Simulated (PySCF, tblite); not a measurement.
# C4H6O2S2Si: geometry, infrared bands and NMR shifts

Aim: predict the infrared bands and NMR shifts of C4H6O2S2Si (`CSC(=C=S)[SiH2]C(=O)O`).

The runs use tblite 0.8.0 and PySCF 2.14.0, with density-fitted response routines of our own; the level of theory stands in each step. All values are computed, except where a source is named. Atoms are numbered from 0 throughout.

### Step 1. The starting structure

15 atoms, charge 0, multiplicity 1; geometry from: force field or distance geometry start.

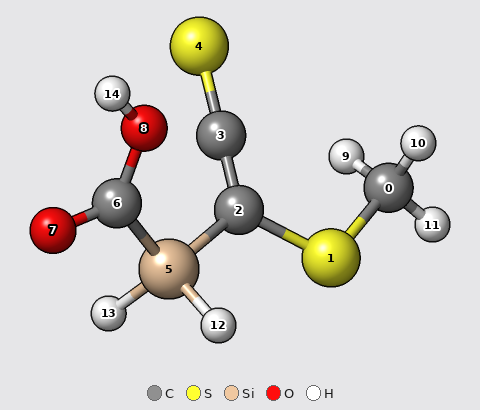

As it starts; carbon grey, sulfur yellow, silicon light orange, oxygen red, hydrogen white, atoms numbered.

### Step 2. Geometry optimisation with GFN2-xTB

What the job is given:

```
{"job": {"kind": "relax", "xc": "GFN2-xTB", "basis": "xTB"}, "charge": 0, "multiplicity": 1}
C      3.175200     0.233500     0.011300
S      1.800600    -0.894900     0.399900
C      0.335800    -0.285000    -0.410400
C      0.354400     0.816000    -1.153000
S      0.374100     2.134600    -2.052000
Si    -1.216700    -1.262700    -0.172800
C     -2.681500    -0.152900    -0.074200
O     -3.810100    -0.677300    -0.278400
O     -2.604900     1.185600     0.219200
H      3.113800     0.527500    -1.070200
H      3.087900     1.127900     0.664200
H      4.099400    -0.332900     0.199800
H     -1.142400    -1.924700     1.171600
H     -1.423700    -2.253400    -1.245400
H     -3.466200     1.766600     0.262800
```

Run with:

```bash
OMP_NUM_THREADS=1 python probes_run.py task.json out
```

This one command runs all jobs of the session in turn.

Log:

```text
step      E/eV     max force
  0    -758.97779    5.314
  1    -759.27303    4.854
  2    -759.41231    1.146
  3    -759.43736    0.498
  4    -759.47121    0.678
  5    -759.49530    0.727
  6    -759.51253    0.587
  7    -759.52132    0.224
  8    -759.52537    0.182
  9    -759.52799    0.162
 10    -759.53017    0.125
 11    -759.53241    0.132
 12    -759.53446    0.146
 13    -759.53646    0.152
 14    -759.53866    0.207
 15    -759.54124    0.198
 16    -759.54352    0.116
 17    -759.54486    0.089
 18    -759.54562    0.073
 19    -759.54634    0.089
 20    -759.54735    0.126
 21    -759.54862    0.127
 22    -759.54997    0.113
 23    -759.55130    0.106
 24    -759.55274    0.115
 25    -759.55424    0.135
 26    -759.55547    0.095
 27    -759.55643    0.089
 28    -759.55737    0.085
 29    -759.55860    0.130
 30    -759.56023    0.143
 31    -759.56201    0.140
 32    -759.56356    0.122
 33    -759.56488    0.108
 34    -759.56631    0.148
 35    -759.56800    0.136
 36    -759.56970    0.116
 37    -759.57118    0.104
 38    -759.57243    0.087
 39    -759.57366    0.116
 40    -759.57487    0.108
 41    -759.57576    0.080
 42    -759.57620    0.039
 43    -759.57643    0.052
 44    -759.57666    0.040
 45    -759.57687    0.036
 46    -759.57708    0.040
 47    -759.57730    0.038
 48    -759.57761    0.038
 49    -759.57786    0.041
 50    -759.57803    0.030
 51    -759.57817    0.031
 52    -759.57836    0.036
 53    -759.57867    0.043
 54    -759.57906    0.053
 55    -759.57940    0.039
 56    -759.57960    0.039
 57    -759.57974    0.034
 58    -759.57990    0.027
 59    -759.58004    0.024
 60    -759.58014    0.020
 61    -759.58020    0.024
 62    -759.58028    0.028
 63    -759.58041    0.034
 64    -759.58059    0.041
 65    -759.58077    0.034
 66    -759.58088    0.025
 67    -759.58096    0.024
 68    -759.58107    0.035
 69    -759.58128    0.057
 70    -759.58167    0.073
 71    -759.58220    0.072
 72    -759.58272    0.050
 73    -759.58310    0.050
 74    -759.58343    0.052
 75    -759.58396    0.059
 76    -759.58469    0.067
 77    -759.58501    0.087
 78    -759.58501    0.128
 79    -759.58536    0.025
 80    -759.58542    0.026
 81    -759.58556    0.037
 82    -759.58571    0.044
 83    -759.58604    0.064
 84    -759.58646    0.067
 85    -759.58698    0.072
 86    -759.58755    0.046
 87    -759.58806    0.095
 88    -759.58831    0.081
 89    -759.58862    0.060
 90    -759.58882    0.059
 91    -759.58914    0.050
 92    -759.58930    0.036
 93    -759.58952    0.034
 94    -759.58965    0.030
 95    -759.58974    0.035
 96    -759.58980    0.019
 97    -759.58985    0.016
 98    -759.58989    0.015
 99    -759.58991    0.015
100    -759.58995    0.014
101    -759.59000    0.014
102    -759.59006    0.017
103    -759.59013    0.021
104    -759.59018    0.017
105    -759.59022    0.019
106    -759.59025    0.017
107    -759.59028    0.018
108    -759.59032    0.017
109    -759.59036    0.020
110    -759.59039    0.016
111    -759.59041    0.014
112    -759.59045    0.016
113    -759.59050    0.018
114    -759.59053    0.016
115    -759.59055    0.016
116    -759.59058    0.017
117    -759.59064    0.029
118    -759.59076    0.040
119    -759.59092    0.038
120    -759.59106    0.024
121    -759.59112    0.018
122    -759.59115    0.016
123    -759.59118    0.016
124    -759.59122    0.014
125    -759.59125    0.012
126    -759.59128    0.014
127    -759.59130    0.013
128    -759.59133    0.014
129    -759.59136    0.014
130    -759.59138    0.013
131    -759.59139    0.007
```

It took 0.98 s on 1 thread of Arm Neoverse V2, shared host; peak memory 0.18 GiB.

Step by step: (not every step is listed)

| step | energy from step 0 (eV) | largest force (eV/Å) |
| --- | --- | --- |
| 0 | 0.0000 | 5.3140 |
| 1 | -0.2952 | 4.8535 |
| 2 | -0.4345 | 1.1462 |
| 3 | -0.4596 | 0.4977 |
| 4 | -0.4934 | 0.6778 |
| 5 | -0.5175 | 0.7272 |
| 6 | -0.5347 | 0.5874 |
| 7 | -0.5435 | 0.2241 |
| 8 | -0.5476 | 0.1818 |
| 19 | -0.5685 | 0.0891 |
| 30 | -0.5824 | 0.1426 |
| 41 | -0.5980 | 0.0799 |
| 52 | -0.6006 | 0.0356 |
| 63 | -0.6026 | 0.0342 |
| 74 | -0.6056 | 0.0518 |
| 85 | -0.6092 | 0.0724 |
| 96 | -0.6120 | 0.0193 |
| 107 | -0.6125 | 0.0182 |
| 118 | -0.6130 | 0.0395 |
| 126 | -0.6135 | 0.0141 |
| 127 | -0.6135 | 0.0131 |
| 128 | -0.6135 | 0.0141 |
| 129 | -0.6136 | 0.0136 |
| 130 | -0.6136 | 0.0135 |
| 131 | -0.6136 | 0.0066 |

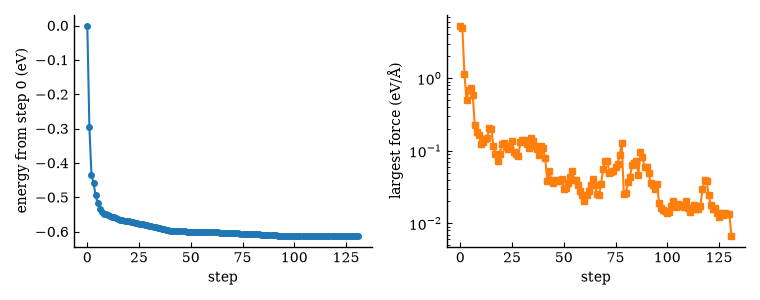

Energy and force, step by step.

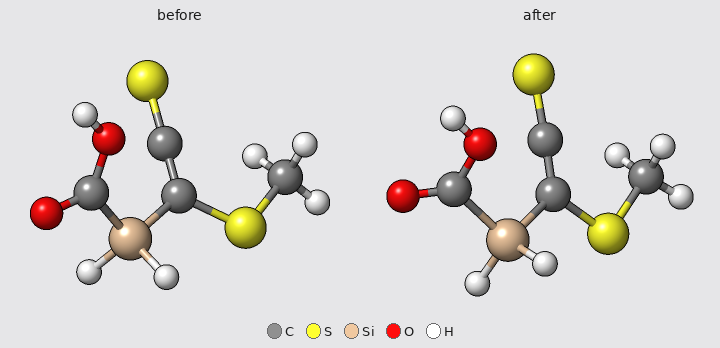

The geometry before (left) and after (right).

Distances of close pairs at the start and the end, largest changes first:

| bond | before (Å) | after (Å) | change (Å) |
| --- | --- | --- | --- |
| Si5–C6 | 1.840 | 1.918 | +0.078 |
| O8–H14 | 1.040 | 0.974 | -0.066 |
| C6–O7 | 1.261 | 1.203 | -0.058 |
| C2–Si5 | 1.850 | 1.893 | +0.043 |
| C6–O8 | 1.372 | 1.336 | -0.037 |
| C0–H9 | 1.122 | 1.086 | -0.036 |
| Si5–H12 | 1.500 | 1.465 | -0.036 |
| C3–S4 | 1.596 | 1.562 | -0.034 |

The next job starts from the end point, and lists it.

### Step 3. Vibrational analysis with GFN2-xTB

What the job is given:

```
{"job": {"kind": "ir", "xc": "GFN2-xTB", "basis": "xTB"}, "charge": 0, "multiplicity": 1}
C      3.097255     0.166303    -0.218115
S      1.866248    -1.131525     0.095043
C      0.355300    -0.263519    -0.287375
C      0.334152     0.935816    -0.773771
S      0.235248     2.385007    -1.347044
Si    -1.197227    -1.281895     0.079338
C     -2.692473    -0.153057    -0.331856
O     -3.636622    -0.442047    -1.019259
O     -2.585123     1.032147     0.275065
H      3.040895     0.479050    -1.256762
H      2.914206     1.006422     0.445649
H      4.066608    -0.275073    -0.009888
H     -1.223676    -1.582170     1.512488
H     -1.234948    -2.475211    -0.763101
H     -3.344257     1.607743     0.072022
```

Log:

```text
mode    cm-1     km/mol
  1      15.7      2.71
  2      22.8      0.58
  3      36.4      4.79
  4      60.1      0.64
  5      94.8      0.78
  6     137.4      3.23
  7     154.9      0.06
  8     192.7      0.16
  9     214.1      1.92
 10     235.9      1.03
 11     278.9      1.15
 12     390.6      2.78
 13     437.7     31.02
 14     445.0     42.55
 15     468.1      6.19
 16     504.9     81.73
 17     564.4     14.43
 18     668.8    150.52
 19     696.9    168.60
 20     713.1    128.60
 21     725.5     30.44
 22     746.1    221.33
 23     829.3    186.10
 24     941.1      2.72
 25     944.1     14.62
 26    1019.1     15.07
 27    1115.1    164.35
 28    1209.3     24.84
 29    1313.2      0.29
 30    1440.3     10.29
 31    1444.9     11.62
 32    1765.8    404.92
 33    1851.4    579.89
 34    2257.8    221.27
 35    2292.3    204.44
 36    3029.4      2.08
 37    3033.3      6.90
 38    3059.9      2.37
 39    3367.7     19.73
```

Run time: 0.6 s. Hardware: 1 thread of Arm Neoverse V2, shared host; peak memory 0.18 GiB.

Which atoms move in the most intense modes:

| cm⁻¹ | km/mol | atoms |
| --- | --- | --- |
| 697 | 168.6 | H14 63 %, C6 16 %, O8 12 % |
| 746 | 221.3 | H13 43 %, H12 41 % |
| 829 | 186.1 | C2 77 %, Si5 10 % |
| 1115 | 164.3 | O8 43 %, H14 29 %, C6 20 % |
| 1766 | 404.9 | C6 60 %, O7 38 % |
| 1851 | 579.9 | C3 66 %, C2 30 % |
| 2258 | 221.3 | H12 96 % |
| 2292 | 204.4 | H13 97 % |

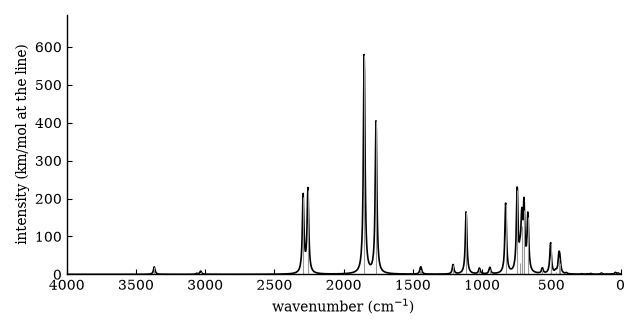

The infrared spectrum from these modes, unscaled. Lines are broadened to a width of 14 cm⁻¹ (Lorentzian).

### Step 4. Shielding tensors: PBE0/pcSseg-1

The job, as its differences from that of step 3:

```diff
@@ -1,2 +1,2 @@
-{"job": {"kind": "ir", "xc": "GFN2-xTB", "basis": "xTB"}, "charge": 0, "multiplicity": 1}
+{"job": {"kind": "nmr", "xc": "PBE0", "basis": "pcSseg-1"}, "charge": 0, "multiplicity": 1}
 C      3.097255     0.166303    -0.218115
```

Level: GIAO PBE0/pcSseg-1 NMR shielding, non-relativistic, gas phase.

Log:

```text
coarse grid: 15112 points
cycle   1  E = -1391.2761609365  dE =  1.372e+00  |g| = 8.925e-01  |ddm| = 3.990e+00
cycle   2  E = -1390.9220761548  dE =  3.541e-01  |g| = 1.631e+00  |ddm| = 1.532e+00
cycle   3  E = -1391.4090424468  dE = -4.870e-01  |g| = 3.143e-01  |ddm| = 1.143e+00
cycle   4  E = -1391.4264082519  dE = -1.737e-02  |g| = 9.351e-02  |ddm| = 2.527e-01
cycle   5  E = -1391.4278998373  dE = -1.492e-03  |g| = 2.315e-02  |ddm| = 8.027e-02
cycle   6  E = -1391.4279799700  dE = -8.013e-05  |g| = 1.412e-02  |ddm| = 3.506e-02
cycle   7  E = -1391.4280356335  dE = -5.566e-05  |g| = 3.477e-03  |ddm| = 1.803e-02
cycle   8  E = -1391.4280386035  dE = -2.970e-06  |g| = 7.483e-04  |ddm| = 3.847e-03
final grid: 134904 points
cycle   9  E = -1391.5056545705  dE = -6.568e-06  |g| = 1.431e-02  |ddm| = 3.383e-02
cycle  10  E = -1391.5055347937  dE =  1.198e-04  |g| = 2.656e-02  |ddm| = 3.239e-02
cycle  11  E = -1391.5056938660  dE = -1.591e-04  |g| = 4.111e-03  |ddm| = 2.526e-02
cycle  12  E = -1391.5056981459  dE = -4.280e-06  |g| = 4.211e-04  |ddm| = 4.000e-03
cycle  13  E = -1391.5056981759  dE = -3.000e-08  |g| = 1.564e-04  |ddm| = 5.041e-04
cycle  14  E = -1391.5056981809  dE = -5.010e-09  |g| = 6.452e-05  |ddm| = 1.890e-04
cycle  15  E = -1391.5056981820  dE = -1.039e-09  |g| = 2.136e-05  |ddm| = 8.272e-05
cycle  16  E = -1391.5056981821  dE = -9.140e-11  |g| = 5.426e-06  |ddm| = 2.496e-05
converged SCF energy = -1391.5056981821

GIAO shielding tensors (ppm)
atom      isotropic    diamagn.    paramagn.     s11        s22        s33       span
  0 C      165.715     252.104     -86.389    151.152    162.314    183.678     32.526
  1 S      606.213    1056.234    -450.021    472.774    593.739    752.125    279.351
  2 C      119.133     268.309    -149.176     43.108    138.744    175.546    132.438
  3 C      -74.103     265.037    -339.140   -184.688    -51.915     14.294    198.982
  4 S      146.727    1059.338    -912.611   -173.518     39.716    573.985    747.503
  5 Si     398.412     879.815    -481.403    351.110    404.366    439.760     88.650
  6 C        6.001     252.348    -246.347   -100.924     39.055     79.872    180.796
  7 O     -187.423     397.733    -585.156   -510.961   -285.566    234.257    745.219
  8 O       93.812     393.384    -299.572    -85.846    139.917    227.364    313.210
  9 H       29.388      29.989      -0.602     24.528     27.602     36.032     11.504
 10 H       29.358      30.697      -1.339     24.676     27.311     36.087     11.410
 11 H       29.664      27.864       1.800     24.719     26.567     37.706     12.987
 12 H       26.748      27.920      -1.172     23.673     25.111     31.458      7.785
 13 H       26.990      28.092      -1.103     23.042     25.461     32.466      9.423
 14 H       24.957      29.427      -4.470     18.309     23.588     32.975     14.666
```

Wall time 47 s (1 thread of Arm Neoverse V2, shared host); peak memory 0.91 GiB.

The references, computed at this level on geometries of the same kind, shield at (ppm): 1H TMS 31.72, 13C TMS 186.9, 29Si TMS 349.2, 17O H2O 336.1, 33S CS2 504. Their shielding less the atom's gives the shift. The references are single molecules in the gas phase, so shifts against H2O, NH3, PH3, H3PO4 or CFCl3 are not on the usual liquid scales and can be off by tens of ppm. Atoms listed in one row are averaged.

| atoms | environment | σ (ppm) | δ (ppm) | δ scaled to CDCl3 |
| --- | --- | --- | --- | --- |
| C3 | cumulene carbon | -74.1 | 261.0 | 248.4 |
| C6 | carbonyl carbon | 6.0 | 180.9 | 174.7 |
| C2 | fully substituted alkene carbon | 119.1 | 67.8 | 59.8 |
| C0 | methyl carbon bonded to S | 165.7 | 21.2 | 14.4 |
| H14 | hydrogen on an acid hydroxyl oxygen | 24.96 | 6.76 | – |
| H12, H13 | hydrogen on a silicon bonded to 2 C | 26.87 | 4.85 | – |
| H9, H10, H11 | hydrogen on a methyl carbon bonded to S | 29.47 | 2.25 | 2.22 |
| S4 | thione sulfur | 147 | 357 | – |
| S1 | sulfide sulfur | 606 | -102 | – |
| Si5 | silicon bonded to 2 C, 2 H | 398.4 | -49.3 | – |
| O7 | carbonyl oxygen | -187.4 | 523.5 | – |
| O8 | acid hydroxyl oxygen | 93.8 | 242.3 | – |

The scaled column applies a straight-line fit of computed shieldings to shifts measured in CDCl3, with any fitted terms for Cl, Br or S neighbours (root-mean-square error 0.16 ppm for H, 1.9 ppm for C).

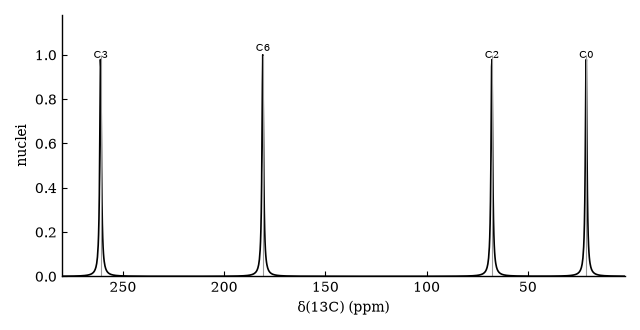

13C lines at the computed shifts, without couplings. Lines are broadened to a width of 0.96 ppm (Lorentzian).

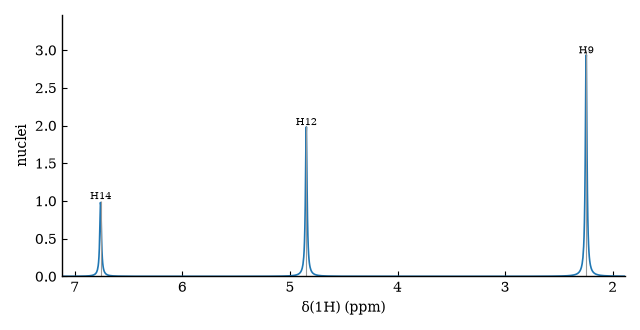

1H lines at the computed shifts, without couplings. Lines are broadened to a width of 0.02 ppm (Lorentzian).

Charges from the same density, by scheme (e):

| atoms | Mulliken | IAO | Hirshfeld | ESP fit |
| --- | --- | --- | --- | --- |
| C0 | -0.39 | -0.50 | -0.12 | -0.49 |
| S1 | 0.08 | 0.18 | 0.04 | -0.05 |
| C2 | -0.68 | -0.49 | -0.15 | -0.17 |
| C3 | 0.05 | -0.09 | 0.01 | -0.04 |
| S4 | 0.01 | 0.09 | -0.03 | -0.01 |
| Si5 | 0.83 | 0.76 | 0.35 | 0.26 |
| C6 | 0.20 | 0.29 | 0.12 | 0.65 |
| O7 | -0.39 | -0.44 | -0.26 | -0.53 |
| O8 | -0.35 | -0.47 | -0.17 | -0.62 |

Mulliken charges:

C0 -0.39; S1 0.08; C2 -0.68; C3 0.05; S4 0.01; Si5 0.83; C6 0.20; O7 -0.39; O8 -0.35; H9 0.17; H10 0.17; H11 0.16; H12 -0.05; H13 -0.05; H14 0.24

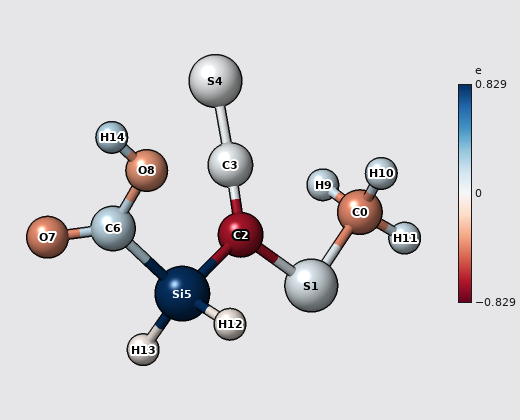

Mulliken charges, as colours on the atoms.

Mayer bond orders: C0–S1 1.01, S1–C2 1.02, C2–C3 1.74, C3–S4 1.91, C2–Si5 0.76, Si5–C6 0.80, C6–O7 1.92, C6–O8 1.10.

The fields below are evaluated on a grid from the run's orbitals.

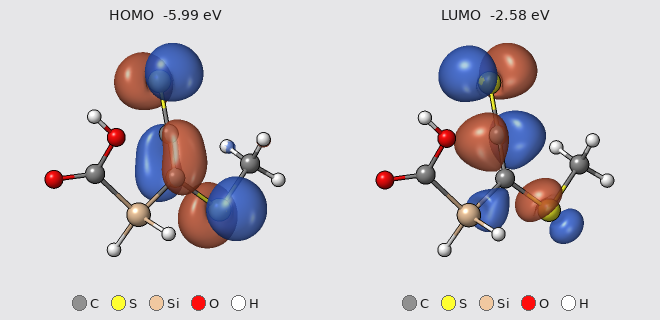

PBE0/pcSseg-1 orbitals near the gap, drawn at the value that encloses 70 % of each; the two colours are the two signs.

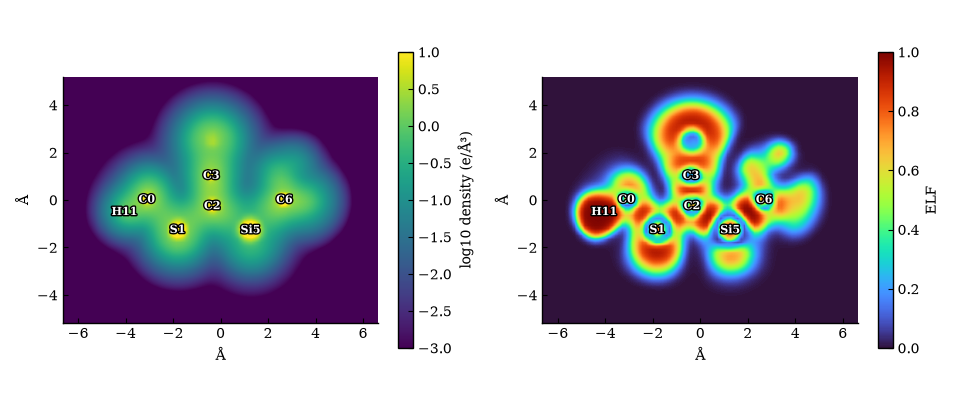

Density (left) and ELF (right) in a plane through or near 7 of the atoms.

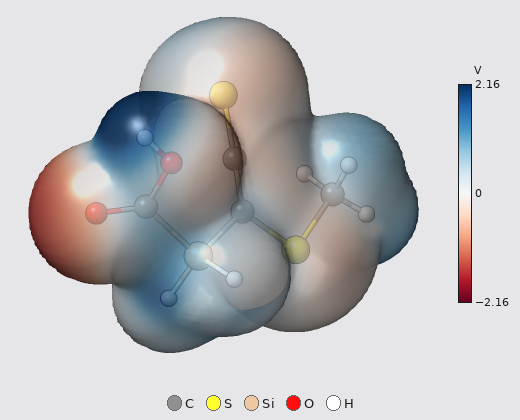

Electrostatic potential on the surface of density 0.002 e/bohr³; red is low, blue high. It runs from -1.48 V near O7 to 2.16 V near H14.

### Step 5. Outcome

| quantity | value |
| --- | --- |
| strongest single infrared mode (GFN2-xTB) | 1851 cm⁻¹, 580 km/mol |
| zero-point energy (GFN2-xTB) | 55.4 kcal/mol |
| 13C shifts against TMS (PBE0/pcSseg-1) | 261.0, 180.9, 67.8, 21.2 ppm |
| 1H shifts against TMS (PBE0/pcSseg-1, means over atoms taken as alike) | 6.76, 4.85, 2.25 ppm |
| 33S shifts against CS2 (PBE0/pcSseg-1) | 357, -102 ppm |
| 29Si shifts against TMS (PBE0/pcSseg-1) | -49.3 ppm |
| 17O shifts against H2O (PBE0/pcSseg-1) | 523.5, 242.3 ppm |
| surface potential, least and greatest | -1.48 V and 2.16 V |

What this shows: Relaxing lowered the energy by 0.614 eV in 131 steps; the close pair that moved most is Si5–C6, from 1.840 to 1.918 Å. All 39 modes are real, so the xTB geometry is a minimum. The strongest single mode, at 1851 cm⁻¹, moves mainly C3. Unscaled tight-binding wavenumbers are off by several per cent, some by more. Its intensities can rank the bands wrongly. By nearest atom (PBE0/pcSseg-1), the HOMO sits on S1, S4 about 33 % each; C2 17 % and the LUMO on C3 38 %; S4 35 %.
